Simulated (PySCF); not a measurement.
# One shape, several levels: AsH3 (arsine)

We compute a comparison of 5 runs (HF/def2-SVP, B3LYP/6-31G*, B3LYP/pcseg-2, MP2/def2-SVP, CCSD/cc-pVDZ) of AsH3 (arsine). 

Program for the calculation: PySCF 2.14.0.

## 1. The system as given

AsH3 has 4 atoms, charge 0, and is taken as a singlet. SMILES: `[AsH3]`. The shape is that of a PBE0-D4/def2-TZVP optimisation.

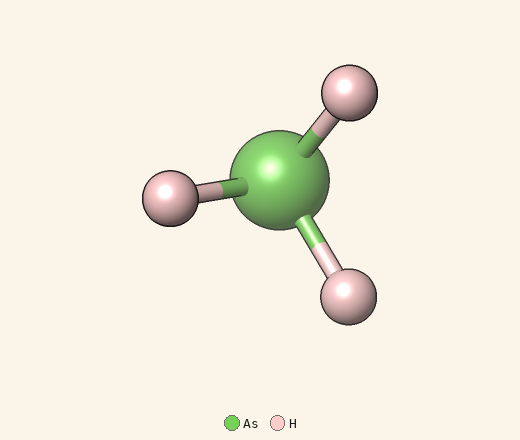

The structure, seen from a chosen angle (arsenic green, hydrogen pink).

## 2. Energy and gradient at HF/def2-SVP (run 1)

Input file start.xyz:

```xyz
4

As    -0.215800     0.487600    -0.346000
H      0.349900     0.630300     1.059400
H     -1.068000    -0.705500     0.061100
H      0.933900    -0.412500    -0.774500
```

Input file input.py:

```python
# [AsH3]
import pyscf.grad
from pyscf import gto, scf

mol = gto.Mole()
mol.atom = 'start.xyz'
mol.verbose = 4
mol.max_memory = 1860
mol.basis = 'def2-svp'
mol.charge = 0
mol.build()

calc0 = scf.RHF(mol)
calc0.conv_tol = 1e-10
calc0.kernel()
if not calc0.converged:
    calc0 = calc0.newton().run(calc0.mo_coeff, calc0.mo_occ)

energy = calc0.e_tot
print('Final energy', energy)
grad = calc0.Gradients().kernel()
calc0.analyze()
```

Launch:

```console
$ OMP_NUM_THREADS=1 python input.py
```

The program printed:

```text
PySCF version 2.14.0

[... 72 lines left out ...]
Two-electron Energy =                  915.551534132831080
[... 8 lines left out ...]
MO #5   energy= -50.1419475238157  occ= 2
[... 6 lines left out ...]
MO #12  energy= -2.10568254867945  occ= 2
[... 6 lines left out ...]
MO #19  energy= 0.152531987292877  occ= 0
[... 6 lines left out ...]
MO #26  energy= 0.589370500957772  occ= 0
[... 6 lines left out ...]
MO #33  energy= 1.10810479792129   occ= 0
[... 6 lines left out ...]
MO #40  energy= 2.29350010276742   occ= 0
[... 6 lines left out ...]
MO #47  energy= 3.34859896308031   occ= 0
[... 54 lines left out ...]
Dipole moment(X, Y, Z, Debye):  0.14294, -0.32313,  0.22927
```

It took 4.2 s on 1 thread of Intel Xeon at 2.50GHz (Skylake/Cascade Lake), shared host; peak memory 0.12 GiB.

## 3. Energy and gradient at B3LYP/6-31G(d) (Cartesian functions) (run 2)

Input file run.py:

```python
import pyscf.grad
from pyscf import gto, dft

molecule = gto.M(
    atom='''
As    -0.407803     0.921430    -0.653845
H      0.661215     1.191094     2.001976
H     -2.018228    -1.333202     0.115462
H      1.764815    -0.779512    -1.463593
''',
    basis='6-31g*',
    max_memory=1860,
    verbose=4,
    charge=0,
    cart=True,
    unit='bohr',
)

mf = dft.RKS(molecule, xc='b3lyp')
mf.grids.level = 5
mf.conv_tol = 1e-10
mf.kernel()
if not mf.converged:
    mf = mf.newton().run(mf.mo_coeff, mf.mo_occ)

e_tot = mf.e_tot
print('Final energy', e_tot)
grad = mf.Gradients().kernel()
mf.analyze()
```

Launch:

```console
$ OMP_NUM_THREADS=1 python run.py
```

The program printed:

```text
PySCF version 2.14.0

[... 69 lines left out ...]
converged SCF energy = -2237.41897342111
[... 17 lines left out ...]
Two-electron Coulomb Energy =          996.827726517049086
[... 7 lines left out ...]
MO #5   energy= -48.1504726154232  occ= 2
[... 5 lines left out ...]
MO #11  energy= -1.63350063080697  occ= 2
[... 5 lines left out ...]
MO #17  energy= -0.367727777545242 occ= 2
[... 5 lines left out ...]
MO #23  energy= 0.223030610532378  occ= 0
[... 5 lines left out ...]
MO #29  energy= 0.60580567891459   occ= 0
[... 5 lines left out ...]
MO #35  energy= 3.74285135005723   occ= 0
[... 5 lines left out ...]
MO #41  energy= 88.9975934615817   occ= 0
[... 48 lines left out ...]
Dipole moment(X, Y, Z, Debye):  0.19341, -0.43717,  0.31020
```

It took 12 s on 1 thread of Intel Xeon at 2.50GHz (Skylake/Cascade Lake), shared host; peak memory 0.44 GiB.

Runs 3 to 4 aren't shown in full; the table further down has their settings and results.

## 4. The energy at CCSD/cc-pVDZ (run 5)

start.xyz, as its differences from that of step 2:

```diff
@@ -1,3 +1,3 @@
 4
-
+AsH3
 As    -0.215800     0.487600    -0.346000
```

Input file input.py:

```python
from pyscf import gto, scf, cc

molecule = gto.M(
    atom='start.xyz',
    max_memory=1860,
    basis='cc-pvdz',
    charge=0,
    verbose=3,
)

mf = scf.RHF(molecule)
mf.conv_tol = 1e-10
mf.kernel()
if not mf.converged:
    mf = mf.newton().run(mf.mo_coeff, mf.mo_occ)

mycc = cc.CCSD(mf, frozen=9)
mycc.kernel()
energy = mycc.e_tot
print(f'total energy: {energy:.8f} hartree')
dip = mf.dip_moment()
pop, q = mf.mulliken_pop()
```

Launch:

```console
$ OMP_NUM_THREADS=1 python input.py
```

The program printed:

```text
converged SCF energy = -2235.89858268056
E(CCSD) = -2236.068313980715  E_corr = -0.1697313001578636
total energy: -2236.06831398 hartree
Dipole moment(X, Y, Z, Debye):  0.12582, -0.28444,  0.20183
 ** Mulliken pop  **
pop of  0 As 1s           2.00001
pop of  0 As 2s           2.00048
pop of  0 As 3s           2.01153
pop of  0 As 4s           0.93953
pop of  0 As 5s           0.74357
pop of  0 As 2px          2.00000
pop of  0 As 2py          2.00000
pop of  0 As 2pz          2.00000
pop of  0 As 3px          2.00038
pop of  0 As 3py          2.00022
pop of  0 As 3pz          2.00032
pop of  0 As 4px          0.51276
pop of  0 As 4py          0.59405
pop of  0 As 4pz          0.54386
pop of  0 As 5px          0.38665
pop of  0 As 5py          0.56482
pop of  0 As 5pz          0.45480
pop of  0 As 3dxy         1.99294
pop of  0 As 3dyz         1.99225
pop of  0 As 3dz^2        1.99279
pop of  0 As 3dxz         1.99248
pop of  0 As 3dx2-y2      1.99221
pop of  0 As 4dxy         0.05265
pop of  0 As 4dyz         0.01655
pop of  0 As 4dz^2        0.04269
pop of  0 As 4dxz         0.02840
pop of  0 As 4dx2-y2      0.01255
pop of  1 H 1s            0.70119
pop of  1 H 2s            0.32493
pop of  1 H 2px           0.00329
pop of  1 H 2py           0.00231
pop of  1 H 2pz           0.01213
pop of  2 H 1s            0.70120
pop of  2 H 2s            0.32492
pop of  2 H 2px           0.00522
pop of  2 H 2py           0.00976
pop of  2 H 2pz           0.00276
pop of  3 H 1s            0.70118
pop of  3 H 2s            0.32494
pop of  3 H 2px           0.00845
pop of  3 H 2py           0.00657
pop of  3 H 2pz           0.00271
 ** Mulliken atomic charges  **
charge of    0As =      0.13156
charge of    1H =     -0.04385
charge of    2H =     -0.04385
charge of    3H =     -0.04385
```

It took 2.5 s on 1 thread of Intel Xeon at 2.50GHz (Skylake/Cascade Lake), shared host; peak memory 0.12 GiB.

## 5. Overview of the runs

| run | level | Cartesian functions | integration grid | energy (Eh) | dipole moment (D) of the reference | HOMO energy (eV) | LUMO energy (eV) | wall time |
| --- | --- | --- | --- | --- | --- | --- | --- | --- |
| 1 | HF/def2-SVP | no | – | -2235.650911 | 0.42 | -10.36 | 4.15 | 4.2 s |
| 2 | B3LYP/6-31G* (Cartesian functions) | yes | 5 | -2237.418973 | 0.57 | -7.54 | 0.67 | 12 s |
| 3 | B3LYP/pcseg-2 | no | 5 | -2237.757620 | 0.26 | -7.67 | 0.18 | 47 s |
| 4 | MP2/def2-SVP | no | – | -2235.901295 | 0.42 | -10.36 | 4.15 | 5.4 s |
| 5 | CCSD/cc-pVDZ | no | – | -2236.068314 | 0.37 | -10.35 | 4.11 | 2.5 s |

## 6. What came out

| quantity | value |
| --- | --- |
| run 5: total energy | -2236.06831 Eh |
| run 5: dipole moment (Hartree–Fock density) | 0.37 D |
| run 5: HOMO energy (Hartree–Fock orbitals) | -10.35 eV |
| run 5: LUMO energy (Hartree–Fock orbitals) | 4.11 eV |
| run 5: HOMO–LUMO gap (Hartree–Fock orbitals) | 14.46 eV |
| run 5: correlation energy (9 core orbitals frozen) | -169.7 mEh |
| run 5: T1 diagnostic | 0.008 |

In words: Over runs 1, 2, 3 the dipole moment (its size) runs from 0.26 D (B3LYP/pcseg-2) to 0.57 D (B3LYP/6-31G*). Over runs 1, 2, 3 the HOMO–LUMO gap runs from 7.85 eV (B3LYP/pcseg-2) to 14.51 eV (HF/def2-SVP). The two ends differ in method and basis. All runs together took 71 s, the longest 47 s.
